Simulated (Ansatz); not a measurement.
# FGeH5OSSi: a ladder of functionals and wavefunction methods

Aim: compute FGeH5OSSi with functionals from several rungs and with coupled cluster. The yardstick is the atomisation energy at the CCSD(T) limit.

Program: Ansatz 0.2.0, Gaussian basis. Level of theory: functionals in def2-TZVPP, the program's frozen cores in correlated methods. These are calculated values, not measurements.

The runs, in order: PBE-D4, r2SCAN-D4, PBE0-D4, B3LYP-D4, ωB97X-V, ωB97M-V, B2PLYP; CCSD(T)/def2-TZVPP; MP2/def2-QZVPP; extrapolation to the limit.

## 1. The geometry

All runs share one geometry, relaxed beforehand with PBE0-D4 in a triple-zeta def2 set.

SMILES `O[SiH](F)[S][GeH3]`, 10 atoms, charge 0, spin multiplicity 1.

Atoms are counted from 1 here; the program's logs count them from 0.

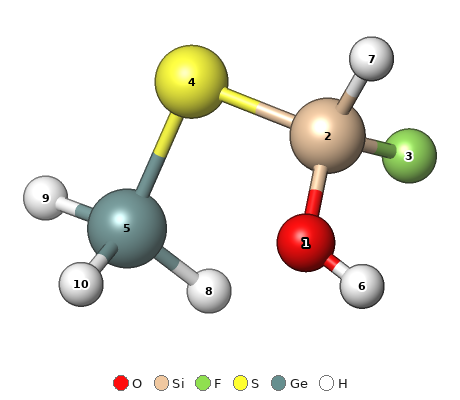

The structure; oxygen red, silicon light orange, fluorine green, sulfur yellow, germanium teal, hydrogen white; atoms are numbered from 1 in the order of the file.

## 2. PBE-D4 (GGA)

File in.yaml:

```yaml
crystal:
  periodic: [false, false, false]
  atoms:
    - {symbol: O, position_ang: [-0.273883, 1.108552, 1.248489]}
    - {symbol: Si, position_ang: [-0.554061, -0.500366, 1.310269]}
    - {symbol: F, position_ang: [-2.069836, -0.738058, 0.864611]}
    - {symbol: S, position_ang: [0.811267, -1.459862, 0.039865]}
    - {symbol: Ge, position_ang: [0.818204, 0.038442, -1.627029]}
    - {symbol: H, position_ang: [-0.969544, 1.696751, 1.549035]}
    - {symbol: H, position_ang: [-0.434382, -1.067172, 2.667749]}
    - {symbol: H, position_ang: [-0.614255, 0.505529, -1.908103]}
    - {symbol: H, position_ang: [1.384278, -0.737831, -2.822783]}
    - {symbol: H, position_ang: [1.727411, 1.214615, -1.258704]}
basis:
  gaussian: {orbitals: def2-TZVPP}
hamiltonian: {xc: pbe, dispersion: d4}
output: {forces: true, orbitals: {seedname: orbitals}}
```

Command:

```sh
$ ansatz run in.yaml --threads 4 --pin off --events-out ev --progress --plain --max-ram 10444MiB
```

Output, shortened:

```text
Functional definition: PBE
  name "PBE"
  cite "Perdew, Burke & Ernzerhof, Phys. Rev. Lett. 77, 3865 (1996) doi:10.1103/PhysRevLett.77.3865"
  parent pbe
[...]
1532 factors; their error is unknown
[...]
mean field -80061.72056301 eV, -2942.2139629072 hartree, gradient 2.0e-5 eV, S^2 0.000000; 0 other end points of the search recorded, 0 dependent functions left out
[...]
reference -80061.72060728 eV, -2942.2139645342 hartree; 42, 42 occupied and 222, 222 virtual orbitals, 1532 factors
Total energy: -80062.00138683 eV, -2942.2242829924 hartree
Atom 0 at    -0.273883     1.108552     1.248489 Å, force     0.442652     0.289753    -0.142106 eV/Å
Atom 1 at    -0.554061    -0.500366     1.310269 Å, force     0.285662    -0.222042     0.172501 eV/Å
Atom 2 at    -2.069836    -0.738058     0.864611 Å, force    -0.639628    -0.131637    -0.175918 eV/Å
Atom 3 at     0.811267    -1.459862     0.039865 Å, force     0.194248    -0.293245     0.028608 eV/Å
Atom 4 at     0.818204     0.038442    -1.627029 Å, force    -0.009401     0.059927    -0.062027 eV/Å
Atom 5 at    -0.969544     1.696751     1.549035 Å, force    -0.312714     0.280778     0.139296 eV/Å
Atom 6 at    -0.434382    -1.067172     2.667749 Å, force     0.030160    -0.087524     0.167751 eV/Å
Atom 7 at    -0.614255     0.505529    -1.908103 Å, force    -0.147926     0.054771    -0.039124 eV/Å
Atom 8 at     1.384278    -0.737831    -2.822783 Å, force     0.059510    -0.082635    -0.123293 eV/Å
Atom 9 at     1.727411     1.214615    -1.258704 Å, force     0.097438     0.131854     0.034312 eV/Å
Dipole moment:    -0.043076     0.362880    -0.012529 e Å
```

Run time: 3.1 s. Hardware: 4 threads of Arm Neoverse V2, shared host; peak memory 0.4 GiB.

With the free atoms at this level, -80027.052 eV in sum, the atomisation energy is 3372.1 kJ/mol. HOMO -6.45 eV, LUMO -1.23 eV.

## 3. r2SCAN-D4 (meta-GGA)

in.yaml, as its differences from that of step 2:

```diff
@@ -15,3 +15,3 @@
   gaussian: {orbitals: def2-TZVPP}
-hamiltonian: {xc: pbe, dispersion: d4}
+hamiltonian: {xc: r2scan, dispersion: d4}
 output: {forces: true, orbitals: {seedname: orbitals}}
```

Same command.

Output, shortened:

```text
Functional definition: r2SCAN
  name "r2SCAN"
  cite "Furness, Kaplan, Ning, Perdew & Sun, J. Phys. Chem. Lett. 11, 8208 (2020) doi:10.1021/acs.jpclett.0c02405"
  cite "Furness, Kaplan, Ning, Perdew & Sun, J. Phys. Chem. Lett. 11, 9248 (2020) doi:10.1021/acs.jpclett.0c03077"
  parent r2scan
[...]
1532 factors; their error is unknown
[...]
mean field -80080.35860285 eV, -2942.8988982380 hartree, gradient 3.0e-5 eV, S^2 0.000000; 0 other end points of the search recorded, 0 dependent functions left out
[...]
reference -80080.35861531 eV, -2942.8988986960 hartree; 42, 42 occupied and 222, 222 virtual orbitals, 1532 factors
Total energy: -80080.42411441 eV, -2942.9013057437 hartree
Atom 0 at    -0.273883     1.108552     1.248489 Å, force     0.039331     0.046899    -0.013228 eV/Å
Atom 1 at    -0.554061    -0.500366     1.310269 Å, force     0.002642    -0.032487     0.067123 eV/Å
Atom 2 at    -2.069836    -0.738058     0.864611 Å, force    -0.054732    -0.013555    -0.018875 eV/Å
Atom 3 at     0.811267    -1.459862     0.039865 Å, force     0.037804    -0.037645    -0.012150 eV/Å
Atom 4 at     0.818204     0.038442    -1.627029 Å, force     0.002099     0.031423    -0.049944 eV/Å
Atom 5 at    -0.969544     1.696751     1.549035 Å, force    -0.019356     0.020242     0.010182 eV/Å
Atom 6 at    -0.434382    -1.067172     2.667749 Å, force     0.002961     0.006727    -0.032196 eV/Å
Atom 7 at    -0.614255     0.505529    -1.908103 Å, force     0.058574    -0.014912     0.010842 eV/Å
Atom 8 at     1.384278    -0.737831    -2.822783 Å, force    -0.027228     0.038778     0.055265 eV/Å
Atom 9 at     1.727411     1.214615    -1.258704 Å, force    -0.042098    -0.045469    -0.017020 eV/Å
Dipole moment:    -0.049229     0.376480    -0.011756 e Å
```

Wall time 6.5 s (4 threads of Arm Neoverse V2, shared host); peak memory 0.43 GiB.

With the free atoms at this level, -80045.400 eV in sum, the atomisation energy is 3379.3 kJ/mol. HOMO -6.74 eV, LUMO -0.93 eV.

## 4. PBE0-D4 (hybrid)

in.yaml, as its differences from that of step 3:

```diff
@@ -15,3 +15,3 @@
   gaussian: {orbitals: def2-TZVPP}
-hamiltonian: {xc: r2scan, dispersion: d4}
-output: {forces: true, orbitals: {seedname: orbitals}}
+hamiltonian: {xc: pbe0, dispersion: d4}
+output: {orbitals: {seedname: orbitals}}
```

Same command.

Output:

```text
Functional definition: PBE0
  name "PBE0"
  cite "Adamo & Barone, J. Chem. Phys. 110, 6158 (1999) doi:10.1063/1.478522"
  cite "Perdew, Burke & Ernzerhof, Phys. Rev. Lett. 77, 3865 (1996) doi:10.1103/PhysRevLett.77.3865"
  parent pbe
  parameter a = 0.25
  parameter kappa = 0.804
  parameter beta = 0.06672455060314922
  exchange = (1 - a)*pbe_x(kappa = kappa, mu = beta*pi^2/3) + a*exact_x
  correlation = pbe_c(beta = beta)
1609 factors; their error is unknown
mean field evaluation 1: about -80059.3926 eV, gradient 6.1e1 eV
mean field evaluation 2: about -80051.7745 eV, gradient 9.1e1 eV
mean field evaluation 4: about -80064.6669 eV, gradient 4.1e0 eV
mean field evaluation 8: about -80064.6927 eV, gradient 6.2e-2 eV
mean field evaluation 16: about -80065.0036 eV, gradient 9.8e-5 eV
mean field -80065.00357897 eV, -2942.3346115185 hartree, gradient 1.3e-5 eV, S^2 0.000000; 0 other end points of the search recorded, 0 dependent functions left out
reference -80065.00361181 eV, -2942.3346127253 hartree; 42, 42 occupied and 222, 222 virtual orbitals, 1609 factors
Total energy: -80065.24307221 eV, -2942.3434127328 hartree
```

Wall time 4.7 s (4 threads of Arm Neoverse V2, shared host); peak memory 0.89 GiB.

With the free atoms at this level, -80030.819 eV in sum, the atomisation energy is 3321.4 kJ/mol. HOMO -7.67 eV, LUMO -0.33 eV.

## 5. B3LYP-D4 (hybrid)

B3LYP here takes the VWN-RPA correlation.

in.yaml, as its differences from that of step 4:

```diff
@@ -15,3 +15,3 @@
   gaussian: {orbitals: def2-TZVPP}
-hamiltonian: {xc: pbe0, dispersion: d4}
-output: {orbitals: {seedname: orbitals}}
+hamiltonian: {xc: {name: B3LYP}, dispersion: d4}
+output: {forces: true, orbitals: {seedname: orbitals}}
```

Launched as before.

Output, shortened:

```text
Functional definition: B3LYP
  name "B3LYP"
  cite "Stephens, Devlin, Chabalowski & Frisch, J. Phys. Chem. 98, 11623 (1994) doi:10.1021/j100096a001"
  cite "Becke, Phys. Rev. A 38, 3098 (1988) doi:10.1103/PhysRevA.38.3098"
  cite "Lee, Yang & Parr, Phys. Rev. B 37, 785 (1988) doi:10.1103/PhysRevB.37.785"
  cite "Vosko, Wilk & Nusair, Can. J. Phys. 58, 1200 (1980) doi:10.1139/p80-159"
[...]
1578 factors; their error is unknown
[...]
mean field -80086.39529584 eV, -2943.1207426138 hartree, gradient 6.2e-5 eV, S^2 0.000000; 0 other end points of the search recorded, 0 dependent functions left out
[...]
reference -80086.39558090 eV, -2943.1207530896 hartree; 42, 42 occupied and 222, 222 virtual orbitals, 1578 factors
Total energy: -80086.85391954 eV, -2943.1375967239 hartree
Atom 0 at    -0.273883     1.108552     1.248489 Å, force    -0.008673     0.128787     0.014284 eV/Å
Atom 1 at    -0.554061    -0.500366     1.310269 Å, force     0.084330    -0.145800     0.292455 eV/Å
Atom 2 at    -2.069836    -0.738058     0.864611 Å, force    -0.200717    -0.034062    -0.059163 eV/Å
Atom 3 at     0.811267    -1.459862     0.039865 Å, force     0.085174    -0.213011     0.082110 eV/Å
Atom 4 at     0.818204     0.038442    -1.627029 Å, force     0.035534     0.134644    -0.223836 eV/Å
Atom 5 at    -0.969544     1.696751     1.549035 Å, force     0.008002     0.065332     0.002705 eV/Å
Atom 6 at    -0.434382    -1.067172     2.667749 Å, force    -0.009399     0.038456    -0.078153 eV/Å
Atom 7 at    -0.614255     0.505529    -1.908103 Å, force     0.006481     0.008050    -0.009353 eV/Å
Atom 8 at     1.384278    -0.737831    -2.822783 Å, force     0.001926     0.009315    -0.011296 eV/Å
Atom 9 at     1.727411     1.214615    -1.258704 Å, force    -0.002657     0.008289    -0.009751 eV/Å
Dipole moment:    -0.040139     0.362382    -0.002042 e Å
```

Wall time 7 s (4 threads of Arm Neoverse V2, shared host); peak memory 0.91 GiB.

With the free atoms at this level, -80052.274 eV in sum, the atomisation energy is 3336.4 kJ/mol. HOMO -7.41 eV, LUMO -0.59 eV.

## 6. ωB97X-V (range-separated)

in.yaml, as its differences from that of step 5:

```diff
@@ -15,3 +15,3 @@
   gaussian: {orbitals: def2-TZVPP}
-hamiltonian: {xc: {name: B3LYP}, dispersion: d4}
-output: {forces: true, orbitals: {seedname: orbitals}}
+hamiltonian: {xc: {name: wB97X-V}}
+output: {orbitals: {seedname: orbitals}}
```

Launched as before.

Output, shortened:

```text
Functional definition: wB97X-V
  name "wB97X-V"
  cite "Mardirossian & Head-Gordon, Phys. Chem. Chem. Phys. 16, 9904 (2014) doi:10.1039/C3CP54374A"
  cite "Becke, J. Chem. Phys. 107, 8554 (1997) doi:10.1063/1.475007"
  cite "Vydrov & Van Voorhis, J. Chem. Phys. 133, 244103 (2010) doi:10.1063/1.3521275"
[...]
      + integral(e_c_pw_opposite_spin*poly(b97_u_opposite, cos0, cos1)) + vv10(b, c)
1573 factors; their error is unknown
316 factors; integrals over basis functions are off by at most 6.9e-6 eV
[...]
mean field -80074.44489584 eV, -2942.6815735138 hartree, gradient 8.2e-5 eV, S^2 0.000000; 0 other end points of the search recorded, 0 dependent functions left out
reference -80074.44489374 eV, -2942.6815734367 hartree; 42, 42 occupied and 222, 222 virtual orbitals, 1573 factors
Total energy: -80074.44489374 eV, -2942.6815734367 hartree
```

Run time: 11 s. Hardware: 4 threads of Arm Neoverse V2, shared host; peak memory 1.1 GiB.

With the free atoms at this level, -80039.282 eV in sum, the atomisation energy is 3392.7 kJ/mol. HOMO -10.00 eV, LUMO 1.74 eV.

## 7. ωB97M-V (range-separated)

in.yaml, as its differences from that of step 6:

```diff
@@ -15,3 +15,3 @@
   gaussian: {orbitals: def2-TZVPP}
-hamiltonian: {xc: {name: wB97X-V}}
-output: {orbitals: {seedname: orbitals}}
+hamiltonian: {xc: {name: wB97M-V}}
+output: {forces: true, orbitals: {seedname: orbitals}}
```

Launched as before.

Output, shortened:

```text
Functional definition: wB97M-V
  name "wB97M-V"
  cite "Mardirossian & Head-Gordon, J. Chem. Phys. 144, 214110 (2016) doi:10.1063/1.4952647"
  cite "Becke, J. Chem. Phys. 107, 8554 (1997) doi:10.1063/1.475007"
  cite "Vydrov & Van Voorhis, J. Chem. Phys. 133, 244103 (2010) doi:10.1063/1.3521275"
  # Of w^i u^j: cxij and so on, Table III.
[...]
  gx(w, u) = 1 - cx + cx01*u + cx10*w
  gss(w, u) = css00 + css04*u^4 + css10*w + css20*w^2 + css43*w^4*u^3
  gos(w, u) = cos00 + cos10*w + (cos20 + cos21*u)*w^2 + (cos60 + cos61*u)*w^6
[...]
      + integral(e_c_pw_mod_opposite_spin*gos(b97_w_opposite, b97_u_opposite)) + vv10(b, c)
1570 factors; their error is unknown
316 factors; integrals over basis functions are off by at most 6.9e-6 eV
[...]
Atom 0 at    -0.273883     1.108552     1.248489 Å, force    -0.017909     0.115565    -0.011545 eV/Å
Atom 1 at    -0.554061    -0.500366     1.310269 Å, force     0.133319    -0.174172     0.213049 eV/Å
Atom 2 at    -2.069836    -0.738058     0.864611 Å, force    -0.114406    -0.019977    -0.049293 eV/Å
Atom 3 at     0.811267    -1.459862     0.039865 Å, force    -0.004911    -0.003458     0.005186 eV/Å
Atom 4 at     0.818204     0.038442    -1.627029 Å, force     0.004590     0.070772    -0.077961 eV/Å
Atom 5 at    -0.969544     1.696751     1.549035 Å, force     0.036691    -0.001428    -0.011710 eV/Å
Atom 6 at    -0.434382    -1.067172     2.667749 Å, force    -0.018461     0.076169    -0.168809 eV/Å
Atom 7 at    -0.614255     0.505529    -1.908103 Å, force     0.105438    -0.036299     0.030588 eV/Å
Atom 8 at     1.384278    -0.737831    -2.822783 Å, force    -0.047312     0.067441     0.094907 eV/Å
Atom 9 at     1.727411     1.214615    -1.258704 Å, force    -0.077040    -0.094613    -0.024411 eV/Å
Dipole moment:    -0.045653     0.372259    -0.009756 e Å
```

Run time: 16 s. Hardware: 4 threads of Arm Neoverse V2, shared host; peak memory 1.1 GiB.

Atomisation energy: 3372.3 kJ/mol (free atoms -80043.439 eV, run apart). HOMO -9.83 eV, LUMO 1.50 eV.

## 8. B2PLYP (double hybrid)

in.yaml, as its differences from that of step 7:

```diff
@@ -15,3 +15,2 @@
   gaussian: {orbitals: def2-TZVPP}
-hamiltonian: {xc: {name: wB97M-V}}
-output: {forces: true, orbitals: {seedname: orbitals}}
+hamiltonian: {xc: {name: B2PLYP}}
```

Same command.

Output, shortened:

```text
Functional definition: B2PLYP
  name "B2PLYP"
  cite "Grimme, J. Chem. Phys. 124, 034108 (2006) doi:10.1063/1.2148954"
  cite "Becke, Phys. Rev. A 38, 3098 (1988) doi:10.1103/PhysRevA.38.3098"
  cite "Lee, Yang & Parr, Phys. Rev. B 37, 785 (1988) doi:10.1103/PhysRevB.37.785"
[...]
1600 factors; integrals over basis functions are off by at most 1.1e-3 eV
[...]
mean field -80055.33177797 eV, -2941.9791793876 hartree, gradient 4.0e-6 eV, S^2 0.000000; 0 other end points of the search recorded, 0 dependent functions left out
21 core orbitals not correlated: weight in the atoms' cores, before any rotation towards them, 1.000 or more for the frozen orbitals, at most 0.000 for the correlated occupied ones
reference -80055.33195715 eV, -2941.9791859722 hartree; 21, 21 occupied and 222, 222 virtual orbitals, 1600 factors
second order -34.31199161 eV of doubles, -0.00000000 eV of singles
Total energy: -80064.59619488 eV, -2942.3196404294 hartree
```

Wall time 8 s (4 threads of Arm Neoverse V2, shared host); peak memory 0.76 GiB.

Atomisation energy: 3313.2 kJ/mol (free atoms -80030.257 eV, run apart).

## 9. Orbital energies across the functionals

Dipoles come from the runs that computed forces. Levels, from each run's orbital file:

```tsv
functional	HOMO (eV)	LUMO (eV)	gap (eV)	dipole (D)
PBE-D4	-6.45	-1.23	5.22	1.76
r2SCAN-D4	-6.74	-0.93	5.81	1.82
PBE0-D4	-7.67	-0.33	7.34	
B3LYP-D4	-7.41	-0.59	6.81	1.75
ωB97X-V	-10.00	1.74	11.75	
ωB97M-V	-9.83	1.50	11.33	1.80
```

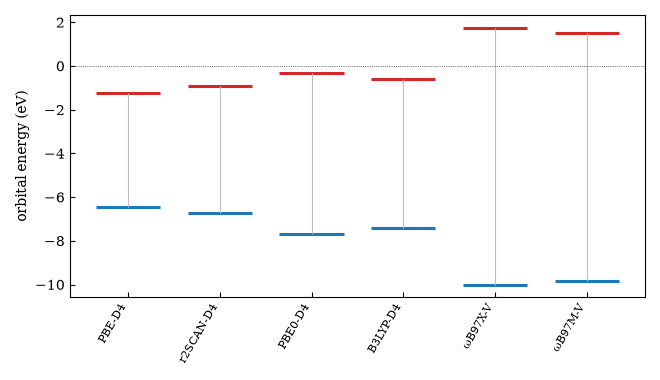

Highest occupied (blue) and lowest empty (red) level by functional.

## 10. CCSD(T) in def2-TZVPP

in.yaml, as its differences from that of step 8:

```diff
@@ -15,2 +15,2 @@
   gaussian: {orbitals: def2-TZVPP}
-hamiltonian: {xc: {name: B2PLYP}}
+correlation: {method: ccsd_t}
```

Launched as before.

Output, shortened:

```text
Functional definition: HF
  name "HF"
  cite "Fock, Z. Phys. 61, 126 (1930) doi:10.1007/BF01340294"
  parent pbe
[...]
1600 factors; integrals over basis functions are off by at most 1.1e-3 eV
[...]
mean field -79983.18806193 eV, -2939.3279467240 hartree, gradient 3.4e-6 eV, S^2 0.000000; 0 other end points of the search recorded, 0 dependent functions left out
21 core orbitals not correlated: weight in the atoms' cores, before any rotation towards them, 1.000 or more for the frozen orbitals, at most 0.000 for the correlated occupied ones
reference -79983.18806193 eV, -2939.3279467240 hartree; 21, 21 occupied and 222, 222 virtual orbitals, 1600 factors
second order -28.40905620 eV of doubles, -0.00000000 eV of singles
cycle   1  -28.51165850 eV  change   -1.0e-1 eV  update   1.2e-1
[...]
cycle   8  -29.36587547 eV  change    4.5e-5 eV  update   4.7e-5
perturbative correction -1.06714786 eV, -0.0392169605 hartree
Total energy: -80013.62108527 eV, -2940.4463397032 hartree
```

It took 5.2 min on 4 threads of Arm Neoverse V2, shared host; peak memory 6.4 GiB.

## 11. MP2 in def2-QZVPP

in.yaml, as its differences from that of step 10:

```diff
@@ -14,3 +14,3 @@
 basis:
-  gaussian: {orbitals: def2-TZVPP}
-correlation: {method: ccsd_t}
+  gaussian: {orbitals: "def2-QZVPP.json"}
+correlation: {method: mp2}
```

Same command.

Output:

```text
Functional definition: HF
  name "HF"
  cite "Fock, Z. Phys. 61, 126 (1930) doi:10.1007/BF01340294"
  parent pbe
  exchange = exact_x
  correlation = 0
3029 factors; integrals over basis functions are off by at most 8.5e-4 eV
mean field evaluation 1: about -79981.1521 eV, gradient 4.4e1 eV
mean field evaluation 2: about -79981.3296 eV, gradient 4.4e1 eV
mean field evaluation 4: about -79985.0771 eV, gradient 3.3e0 eV
mean field evaluation 8: about -79985.1293 eV, gradient 2.8e-1 eV
mean field -79985.12965792 eV, -2939.3992990603 hartree, gradient 7.4e-6 eV, S^2 0.000000; 0 other end points of the search recorded, 0 dependent functions left out
21 core orbitals not correlated: weight in the atoms' cores, before any rotation towards them, 1.000 or more for the frozen orbitals, at most 0.000 for the correlated occupied ones
reference -79985.12965792 eV, -2939.3992990603 hartree; 21, 21 occupied and 451, 451 virtual orbitals, 3029 factors
second order -37.50257308 eV of doubles, -0.00000000 eV of singles
Total energy: -80022.63223100 eV, -2940.7774932010 hartree
```

It took 27 s on 4 threads of Arm Neoverse V2, shared host; peak memory 3.2 GiB.

The pieces so far (eV):

```tsv
basis	HF	MP2 correlation	CCSD correlation	(T)	total
def2-TZVPP	-79983.1881	-28.4091	-29.3659	-1.0671	-80013.6211
def2-QZVPP	-79985.1297	-37.5026			-80022.6322 (MP2)
```

The report of the def2-TZVPP run gives T1 = 0.0117.

## 12. From triple and quadruple zeta to the limit

No new run: Hartree-Fock is extrapolated as exp(−7.88√X) and correlation as X^−2.97, with X = 3 and 4; only MP2 was run in the larger set, so CCSD(T) minus MP2 is added from the smaller one.

```tsv
level	energy at the limit (eV)
HF	-79985.3971
MP2	-80029.6356
CCSD	-80030.5924
CCSD(T)	-80031.6596
```

This is no true limit for total energies: MP2 correlation changes by a factor of 1.32 from triple to quadruple zeta (about 1.07 in light molecules), because outer-core shells are correlated in sets not made for them. Much of that cancels between molecule and atoms or ions.

## 13. The ladder

Free atoms (1 O, 1 Si, 1 F, 1 S, 1 Ge, 5 H) were run apart at each level; the atomisation energy is their sum less the molecule, without zero-point or spin-orbit terms.

Differences are taken before rounding.

```tsv
method	rung	atoms, summed (eV)	atomisation energy (kJ/mol)	from CCSD(T)/CBS (kJ/mol)	time
PBE-D4	GGA	-80027.052	3372.1	-20.9	3.1 s
r2SCAN-D4	meta-GGA	-80045.400	3379.3	-13.8	6.5 s
PBE0-D4	hybrid	-80030.819	3321.4	-71.6	4.7 s
B3LYP-D4	hybrid	-80052.274	3336.4	-56.7	7 s
ωB97X-V	range-separated	-80039.282	3392.7	-0.4	11 s
ωB97M-V	range-separated	-80043.439	3372.3	-20.8	16 s
B2PLYP	double hybrid	-80030.257	3313.2	-79.8	8 s
HF/def2-TZVPP	wavefunction	-79957.946	2435.5	-957.6	
MP2/def2-TZVPP	wavefunction	-79976.835	3354.0	-39.1	
CCSD/def2-TZVPP	wavefunction	-79978.934	3243.8	-149.2	
CCSD(T)/def2-TZVPP	wavefunction	-79979.474	3294.7	-98.4	5.2 min
MP2/CBS	wavefunction	-79993.854	3452.4	+59.3	
CCSD(T)/CBS	wavefunction	-79996.493	3393.1	0	5.7 min
```

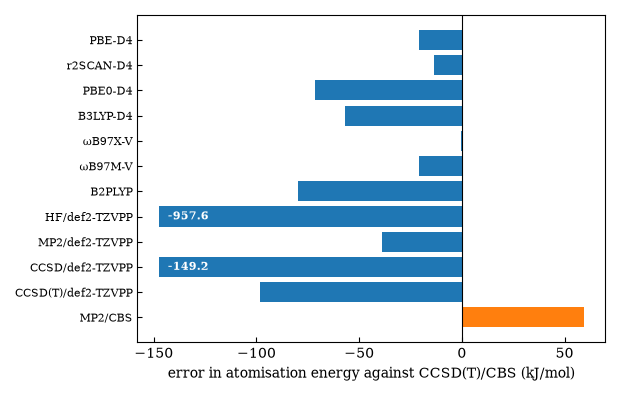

Error of each method against CCSD(T)/CBS. Bars with a number in them are cut short.

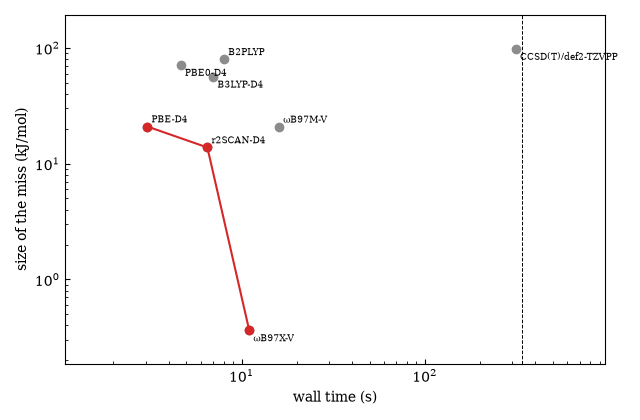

Miss against cost. Red marks the levels that no quicker level drawn beats (of those quicker than the yardstick), and the dashed line is the time of CCSD(T)/CBS. Times are from a shared host.

B2PLYP carry no dispersion term (for B3LYP, D4 adds 44.2 kJ/mol).

Times are those of the molecule's run; HF, MP2 and CCSD come out of the CCSD(T) runs, and the limit's time is the sum of the runs that it needs.

## 14. Results

```
                               quantity                                 value
        atomisation energy, CCSD(T)/CBS                         3393.1 kJ/mol
 functionals within 33.9 kJ/mol (1.0 %)   PBE-D4, r2SCAN-D4, ωB97X-V, ωB97M-V
                               farthest                 B2PLYP (-79.8 kJ/mol)
             mean size of error, hybrid                           64.1 kJ/mol
    mean size of error, range-separated                           10.6 kJ/mol
              gap, smallest and largest  5.22 eV (PBE-D4), 11.75 eV (ωB97X-V)
                          T1 diagnostic                                0.0117
triples share of the correlation energy                                 3.5 %
```

PBE-D4 misses by -20.9 kJ/mol. Double hybrids carry the basis error of their MP2 part in triple zeta, and no dispersion term here, so their miss is partly the set-up's. The reference freezes the cores and leaves out relativity and excitations past (T), and its outer-core shells are covered unevenly, so misses under about 33.9 kJ/mol can't be ranked. Hartree-Fock recovers 72 % of the binding; the rest is correlation. Orbital gaps span 5.2 to 11.7 eV; exact exchange widens them. Correlated methods include outer-core shells of Ge, which these sets cover unevenly.

ωB97X-V reaches 0.4 kJ/mol from the reference in 11 s, where CCSD(T)/CBS took 5.7 min; the quickest level in the cost chart, PBE-D4, takes 3.1 s and misses by 20.9 kJ/mol.
